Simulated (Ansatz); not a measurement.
## Molecular dynamics, with input and output: C2H12FNSi3 (part 2 of 2)

Continued. System: C2H12FNSi3. Method: RKS r2SCANh/STO-3G (Ansatz 0.2.0). It belongs to a series of runs on one base structure; here: dynamics from the last frame of an earlier run.

Geometry of the input (Å):
```
Si 0.1133  -0.1440  0.0513
F  0.1440  -0.2900  1.6845
Si 2.2610  -0.0031  -0.6418
H  3.1475  -0.9933  -0.0886
H  2.2052  -0.0623  -2.0704
H  2.8686  1.2746  -0.3599
Si -1.1750  1.6213  -0.5436
H  -2.4939  1.4293  -0.0701
H  -0.6742  2.8561  -0.0129
H  -1.2431  1.6989  -2.0141
N  -0.4960  -1.7138  -0.6299
C  -1.5420  -2.3168  0.2301
H  -1.3006  -2.0884  1.2357
H  -2.5807  -1.9695  0.0294
H  -1.5448  -3.3745  0.0426
C  -0.9007  -1.7346  -2.0814
H  -1.9701  -1.4325  -2.2511
H  -0.2368  -1.0615  -2.6856
H  -0.7899  -2.7616  -2.4386
```

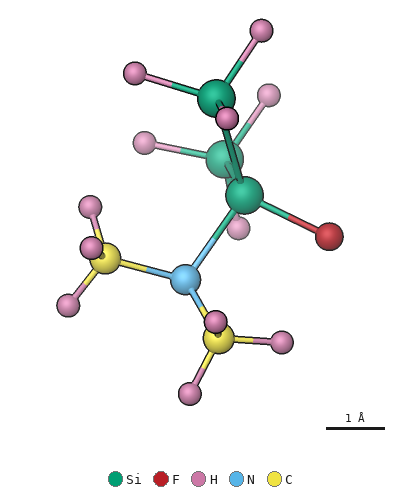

Figure 1. The geometry at step 119 of the log (ball-and-stick view, seen at an oblique angle).

**Log, continued**
```
md step   103: t =    51.50 fs  T =   174.6 K  F+E_penalty+E_count = -29747.37211507 eV  E_kin = 0.383609 eV  conserved = -29746.98850645 eV  (20 SCF iters)
md step   104: t =    52.00 fs  T =   174.7 K  F+E_penalty+E_count = -29747.37249526 eV  E_kin = 0.383995 eV  conserved = -29746.98850065 eV  (20 SCF iters)
md step   105: t =    52.50 fs  T =   175.8 K  F+E_penalty+E_count = -29747.37487600 eV  E_kin = 0.386374 eV  conserved = -29746.98850224 eV  (21 SCF iters)
md step   106: t =    53.00 fs  T =   177.8 K  F+E_penalty+E_count = -29747.37923860 eV  E_kin = 0.390729 eV  conserved = -29746.98850958 eV  (20 SCF iters)
md step   107: t =    53.50 fs  T =   180.6 K  F+E_penalty+E_count = -29747.38547052 eV  E_kin = 0.396949 eV  conserved = -29746.98852157 eV  (20 SCF iters)
md step   108: t =    54.00 fs  T =   184.2 K  F+E_penalty+E_count = -29747.39338214 eV  E_kin = 0.404845 eV  conserved = -29746.98853728 eV  (20 SCF iters)
md step   109: t =    54.50 fs  T =   188.5 K  F+E_penalty+E_count = -29747.40272632 eV  E_kin = 0.414171 eV  conserved = -29746.98855542 eV  (20 SCF iters)
md step   110: t =    55.00 fs  T =   193.2 K  F+E_penalty+E_count = -29747.41321831 eV  E_kin = 0.424644 eV  conserved = -29746.98857419 eV  (20 SCF iters)
md step   111: t =    55.50 fs  T =   198.4 K  F+E_penalty+E_count = -29747.42455612 eV  E_kin = 0.435963 eV  conserved = -29746.98859361 eV  (20 SCF iters)
md step   112: t =    56.00 fs  T =   203.8 K  F+E_penalty+E_count = -29747.43643186 eV  E_kin = 0.447819 eV  conserved = -29746.98861277 eV  (20 SCF iters)
md step   113: t =    56.50 fs  T =   209.3 K  F+E_penalty+E_count = -29747.44854253 eV  E_kin = 0.459911 eV  conserved = -29746.98863145 eV  (20 SCF iters)
md step   114: t =    57.00 fs  T =   214.8 K  F+E_penalty+E_count = -29747.46059365 eV  E_kin = 0.471944 eV  conserved = -29746.98864977 eV  (20 SCF iters)
md step   115: t =    57.50 fs  T =   220.1 K  F+E_penalty+E_count = -29747.47229865 eV  E_kin = 0.483631 eV  conserved = -29746.98866801 eV  (20 SCF iters)
md step   116: t =    58.00 fs  T =   225.1 K  F+E_penalty+E_count = -29747.48337551 eV  E_kin = 0.494689 eV  conserved = -29746.98868665 eV  (20 SCF iters)
md step   117: t =    58.50 fs  T =   229.7 K  F+E_penalty+E_count = -29747.49354175 eV  E_kin = 0.504836 eV  conserved = -29746.98870571 eV  (20 SCF iters)
md step   118: t =    59.00 fs  T =   233.8 K  F+E_penalty+E_count = -29747.50251269 eV  E_kin = 0.513787 eV  conserved = -29746.98872547 eV  (24 SCF iters)
md step   119: t =    59.50 fs  T =   237.2 K  F+E_penalty+E_count = -29747.51000191 eV  E_kin = 0.521257 eV  conserved = -29746.98874516 eV  (20 SCF iters)
md step   120: t =    60.00 fs  T =   239.8 K  F+E_penalty+E_count = -29747.51573011 eV  E_kin = 0.526967 eV  conserved = -29746.98876335 eV  (20 SCF iters)
md step   121: t =    60.50 fs  T =   241.5 K  F+E_penalty+E_count = -29747.51944266 eV  E_kin = 0.530664 eV  conserved = -29746.98877901 eV  (20 SCF iters)
md step   122: t =    61.00 fs  T =   242.2 K  F+E_penalty+E_count = -29747.52093251 eV  E_kin = 0.532142 eV  conserved = -29746.98879025 eV  (20 SCF iters)
md step   123: t =    61.50 fs  T =   241.8 K  F+E_penalty+E_count = -29747.52007104 eV  E_kin = 0.531276 eV  conserved = -29746.98879505 eV  (20 SCF iters)
md step   124: t =    62.00 fs  T =   240.3 K  F+E_penalty+E_count = -29747.51683822 eV  E_kin = 0.528049 eV  conserved = -29746.98878918 eV  (20 SCF iters)
md step   125: t =    62.50 fs  T =   237.8 K  F+E_penalty+E_count = -29747.51135971 eV  E_kin = 0.522585 eV  conserved = -29746.98877446 eV  (20 SCF iters)
md step   126: t =    63.00 fs  T =   234.4 K  F+E_penalty+E_count = -29747.50391516 eV  E_kin = 0.515166 eV  conserved = -29746.98874889 eV  (20 SCF iters)
md step   127: t =    63.50 fs  T =   230.4 K  F+E_penalty+E_count = -29747.49494652 eV  E_kin = 0.506232 eV  conserved = -29746.98871460 eV  (20 SCF iters)
md step   128: t =    64.00 fs  T =   225.9 K  F+E_penalty+E_count = -29747.48503186 eV  E_kin = 0.496358 eV  conserved = -29746.98867388 eV  (21 SCF iters)
these checks for a lower state are left out or cut short: starts, cluster_reference, orbital_swaps, neighbouring_geometries, increment
829 factors; integrals over basis functions are off by at most 3.5e-5 eV
mean field evaluation 864: about -29747.5669 eV, gradient 3.3e-1 eV
mean field -29747.47484135 eV, -1093.1995368571 hartree, gradient 6.1e-6 eV, S^2 0.000000; 0 other end points of the search recorded, 0 dependent functions left out
the calculation of the forces begins
reference -29747.47484953 eV, -1093.1995371575 hartree; 41, 41 occupied and 18, 18 virtual orbitals, 829 factors
829 factors; integrals over basis functions are off by at most 3.5e-5 eV
mean field -29747.47484135 eV, -1093.1995368571 hartree, gradient 6.1e-6 eV, S^2 0.000000; 1 other end points of the search recorded, 0 dependent functions left out
the calculation of the forces begins
reference -29747.47484953 eV, -1093.1995371575 hartree; 41, 41 occupied and 18, 18 virtual orbitals, 829 factors
md step   129: t =    64.50 fs  T =   221.3 K  F+E_penalty+E_count = -29747.47484135 eV  E_kin = 0.486210 eV  conserved = -29746.98863147 eV  (23 SCF iters)
```

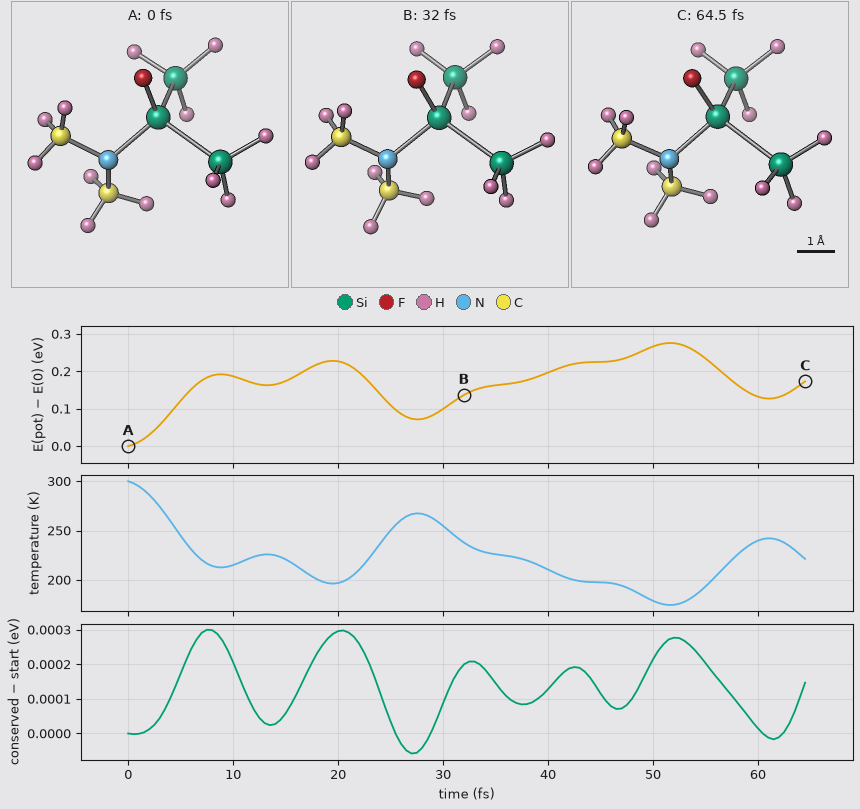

Figure 2. Frames of the molecular dynamics (ball-and-stick, seen at a tilt) above the curves, on which the letters mark them. The trajectory kept here has 130 frames over 64.5 fs. The temperature starts at 300 K, ranges from 175 to 300 K and averages 209 K over the second half. The potential energy ends 0.173 eV above its first value. The conserved quantity stays within 0.00036 eV. After an unweighted best fit of the last frame on the first, the root-mean-square displacement is 0.23 Å, and H13 has moved furthest (0.41 Å).

```
Total energy: -29747.47484953 eV, -1093.1995371575 hartree
Atom 0 at     0.062761    -0.123015     0.050220 Å, force     0.698698     0.027524     0.511754 eV/Å
Atom 1 at    -0.154945    -0.436808     1.673153 Å, force     0.479317     0.645136    -0.386296 eV/Å
Atom 2 at     2.287113    -0.018084    -0.676795 Å, force    -1.085892    -0.180579     0.507142 eV/Å
Atom 3 at     2.922239    -1.231137    -0.245986 Å, force     0.275580    -0.002459     0.247724 eV/Å
Atom 4 at     2.412989    -0.026113    -2.100946 Å, force    -0.228103     0.100148    -0.392769 eV/Å
Atom 5 at     2.992581     1.141787    -0.215873 Å, force     0.185042     0.118772     0.226042 eV/Å
Atom 6 at    -1.234726     1.650857    -0.647165 Å, force     0.419546     0.204726    -1.221081 eV/Å
Atom 7 at    -2.600563     1.606741    -0.243956 Å, force    -0.472270    -0.200245     0.238522 eV/Å
Atom 8 at    -0.732394     2.922148    -0.181218 Å, force     0.134571    -0.076676     0.079424 eV/Å
Atom 9 at    -1.255358     1.754214    -2.132535 Å, force     0.112808    -0.180066     1.073075 eV/Å
Atom 10 at    -0.451690    -1.706851    -0.571081 Å, force     1.143877     0.822573    -0.573127 eV/Å
Atom 11 at    -1.363658    -2.421886     0.321868 Å, force    -1.593946     0.594658    -2.012134 eV/Å
Atom 12 at    -0.958406    -2.352036     1.290999 Å, force     0.604083     0.081091     2.084501 eV/Å
Atom 13 at    -2.379127    -1.973004     0.299224 Å, force    -0.099359    -0.217329     0.321078 eV/Å
Atom 14 at    -1.458442    -3.452990     0.020564 Å, force    -0.032233    -1.003530    -0.207320 eV/Å
Atom 15 at    -0.892518    -1.589386    -1.969648 Å, force    -0.806683    -0.099636    -0.640114 eV/Å
Atom 16 at    -1.967678    -1.281034    -2.092242 Å, force     0.656815     0.516750     0.097012 eV/Å
Atom 17 at    -0.198243    -0.915105    -2.533253 Å, force    -0.706860    -0.328666     0.394032 eV/Å
Atom 18 at    -0.872210    -2.557050    -2.461331 Å, force     0.315009    -0.822190    -0.347466 eV/Å
Dipole moment:    -0.062178     0.150656    -0.036871 e Å
```

**Trajectory as extended XYZ (Å, eV, eV/Å), 5 of the 130 frames kept, from step=0 to step=129**
```
19
Properties=species:S:1:pos:R:3:forces:R:3 step=0 time_fs=0.0 energy=-29747.64800 temperature=300.0
Si    0.1133   -0.1440    0.0513    0.3160  -0.2301  -0.5111
F     0.1440   -0.2900    1.6845   -0.3823  -0.3403   0.2823
Si    2.2610   -0.0031   -0.6418    0.0446   0.5314  -0.1069
H     3.1475   -0.9933   -0.0886   -0.0692  -0.2078  -0.1158
H     2.2052   -0.0623   -2.0704    0.2631  -0.2755  -0.3561
H     2.8686    1.2746   -0.3599   -0.1130   0.0652   0.1411
Si   -1.1750    1.6213   -0.5436    0.4237  -0.1326  -1.1208
H    -2.4939    1.4293   -0.0701   -0.7705  -0.0013   0.2613
H    -0.6742    2.8561   -0.0129    0.0637   0.2365   0.0000
H    -1.2431    1.6989   -2.0141    0.0646   0.1029   0.7862
N    -0.4960   -1.7138   -0.6299    0.3337   0.9118  -0.0602
C    -1.5420   -2.3168    0.2301   -0.8099   0.5153  -1.9614
H    -1.3006   -2.0884    1.2357    0.3787   0.0628   1.8608
H    -2.5807   -1.9695    0.0294    0.2087   0.1848   0.0067
H    -1.5448   -3.3745    0.0426   -0.0722  -1.3221   0.2203
C    -0.9007   -1.7346   -2.0814   -0.0111   0.8589   0.4664
H    -1.9701   -1.4325   -2.2511    0.5976  -0.0283   0.0869
H    -0.2368   -1.0615   -2.6856   -0.4600  -0.5659   0.4821
H    -0.7899   -2.7616   -2.4386   -0.0060  -0.3656  -0.3618
19
Properties=species:S:1:pos:R:3:forces:R:3 step=32 time_fs=16.0 energy=-29747.45974 temperature=214.4
Si    0.0918   -0.1392    0.0270    0.8251   0.2646   0.6033
F     0.0842   -0.3450    1.6603   -0.3606  -0.1259   0.1031
Si    2.2798   -0.0117   -0.6124    0.4168   0.3817  -0.6156
H     3.2006   -1.0332   -0.1200   -0.6026  -0.0176  -0.2696
H     2.1436   -0.0554   -2.0625    0.4729  -0.1972   0.2531
H     3.0114    1.2151   -0.3315   -0.5189  -0.0403   0.0351
Si   -1.1971    1.6201   -0.5816   -0.8250   0.5108   1.0091
H    -2.5919    1.5311   -0.1385    0.5793  -0.1415  -0.0540
H    -0.7072    2.8857   -0.0823    0.0961  -0.1034   0.0046
H    -1.2614    1.7341   -1.9816    0.0729   0.0465  -1.0649
N    -0.5020   -1.6564   -0.6400   -0.6338  -1.7262   0.7879
C    -1.5357   -2.3619    0.2642    0.8092   1.6368  -0.1614
H    -1.1860   -2.1887    1.3236   -0.5533   0.1005  -0.9092
H    -2.5855   -1.9466    0.1149    0.9978  -0.5791   0.2589
H    -1.5261   -3.4487    0.1183   -0.1518  -0.1805  -0.4214
C    -0.8745   -1.6842   -2.0812   -1.0631   0.3374   0.5155
H    -1.9634   -1.4319   -2.1750    0.6455   0.5165  -0.5600
H    -0.2022   -1.0559   -2.6897   -0.4286   0.4949   0.3004
H    -0.7922   -2.6586   -2.5480    0.2221  -1.1782   0.1853
19
Properties=species:S:1:pos:R:3:forces:R:3 step=64 time_fs=32.0 energy=-29747.51106 temperature=237.8
Si    0.1239   -0.1301    0.0382   -0.6667  -0.4060   0.1967
F    -0.0157   -0.4133    1.6563    0.1006   0.2460   0.0594
Si    2.3156    0.0037   -0.6264   -0.5285  -0.2338   0.1326
H     3.1355   -1.0929   -0.2005   -0.0841  -0.2969   0.1631
H     2.1885   -0.0926   -2.0394    0.2775   0.1140  -0.6444
H     3.0602    1.1784   -0.2851   -0.1342   0.4217   0.0400
Si   -1.2573    1.6517   -0.5921    0.9779  -0.1378  -1.2769
H    -2.6284    1.5979   -0.1938   -0.3172  -0.1954   0.2716
H    -0.7161    2.9096   -0.1418    0.0174   0.0188   0.1868
H    -1.2618    1.7711   -2.0712    0.0032  -0.1967   0.9392
N    -0.5000   -1.7226   -0.5972    1.5463   1.2601  -1.5786
C    -1.4629   -2.3658    0.2533    0.1780  -1.4245   2.6857
H    -1.1435   -2.2409    1.3240    0.0353   0.1212  -0.8112
H    -2.4660   -1.9872    0.2350   -1.5385   0.6801  -0.4548
H    -1.5380   -3.4597    0.1257    0.1623   0.0013  -0.5194
C    -0.9020   -1.6910   -2.0400    0.2292  -0.2293  -0.4182
H    -1.9222   -1.3073   -2.2119   -0.4374  -0.3653   0.1535
H    -0.2795   -0.9743   -2.5912    0.4917  -0.0112   0.1122
H    -0.7779   -2.6772   -2.5731   -0.3128   0.6337   0.7625
19
Properties=species:S:1:pos:R:3:forces:R:3 step=97 time_fs=48.5 energy=-29747.39986 temperature=187.1
Si    0.1143   -0.1334    0.0603   -0.5191   0.3943  -0.5390
F    -0.1098   -0.4555    1.6629    0.3577   0.4427   0.0870
Si    2.3168    0.0057   -0.6445   -0.1148  -0.3315  -0.2896
H     3.0313   -1.2074   -0.2514   -0.1327   0.5456   0.1908
H     2.3047   -0.1005   -2.1084   -0.0349   0.3826   0.5661
H     3.0597    1.2091   -0.2368   -0.3631  -0.5938  -0.1876
Si   -1.2627    1.6732   -0.6532    0.1607  -0.6116   1.5647
H    -2.6680    1.6205   -0.2110    0.7405  -0.1244  -0.1924
H    -0.7230    2.9275   -0.1678   -0.0330  -0.1218   0.0077
H    -1.2586    1.7723   -2.0604   -0.0101  -0.0286  -0.9278
N    -0.3961   -1.7407   -0.6261   -1.7462  -0.1080   1.1313
C    -1.4305   -2.4075    0.3234    0.7557  -0.5410  -0.8865
H    -1.0326   -2.2592    1.3601   -0.2669  -0.3986  -0.6872
H    -2.4596   -1.9740    0.2957    0.4027  -0.0058  -0.2158
H    -1.5148   -3.5097    0.0381    0.1793   1.3808   0.6025
C    -0.9288   -1.6355   -2.0290    1.1904  -0.9129   0.2676
H    -1.9429   -1.2660   -2.2178   -0.6437  -0.0217   0.5256
H    -0.2655   -0.9004   -2.4916    0.2882  -0.2401  -0.8382
H    -0.8145   -2.6552   -2.4816   -0.2108   0.8939  -0.1792
19
Properties=species:S:1:pos:R:3:forces:R:3 step=129 time_fs=64.5 energy=-29747.47484 temperature=221.3
Si    0.0628   -0.1230    0.0502    0.6987   0.0275   0.5118
F    -0.1549   -0.4368    1.6732    0.4793   0.6451  -0.3863
Si    2.2871   -0.0181   -0.6768   -1.0859  -0.1806   0.5071
H     2.9222   -1.2311   -0.2460    0.2756  -0.0025   0.2477
H     2.4130   -0.0261   -2.1009   -0.2281   0.1001  -0.3928
H     2.9926    1.1418   -0.2159    0.1850   0.1188   0.2260
Si   -1.2347    1.6509   -0.6472    0.4195   0.2047  -1.2211
H    -2.6006    1.6067   -0.2440   -0.4723  -0.2002   0.2385
H    -0.7324    2.9221   -0.1812    0.1346  -0.0767   0.0794
H    -1.2554    1.7542   -2.1325    0.1128  -0.1801   1.0731
N    -0.4517   -1.7069   -0.5711    1.1439   0.8226  -0.5731
C    -1.3637   -2.4219    0.3219   -1.5939   0.5947  -2.0121
H    -0.9584   -2.3520    1.2910    0.6041   0.0811   2.0845
H    -2.3791   -1.9730    0.2992   -0.0994  -0.2173   0.3211
H    -1.4584   -3.4530    0.0206   -0.0322  -1.0035  -0.2073
C    -0.8925   -1.5894   -1.9696   -0.8067  -0.0996  -0.6401
H    -1.9677   -1.2810   -2.0922    0.6568   0.5168   0.0970
H    -0.1982   -0.9151   -2.5333   -0.7069  -0.3287   0.3940
H    -0.8722   -2.5570   -2.4613    0.3150  -0.8222  -0.3475
```

**Results in brief**

```tsv
quantity	value
outcome	finished
mean temperature over the second half	209 K
trajectory	129 steps, 64.5 fs
ensemble	nve
temperature in the input	300.0 K
time step	0.5 fs
potential energy (last step)	−29747.4748 eV
mean-field energy (last step)	−29747.4748 eV
largest force (length of the vector) (last step)	2.635 eV/Å
wall time	22 min
peak memory	0.2 GiB
```

So short a trajectory is not equilibrated.
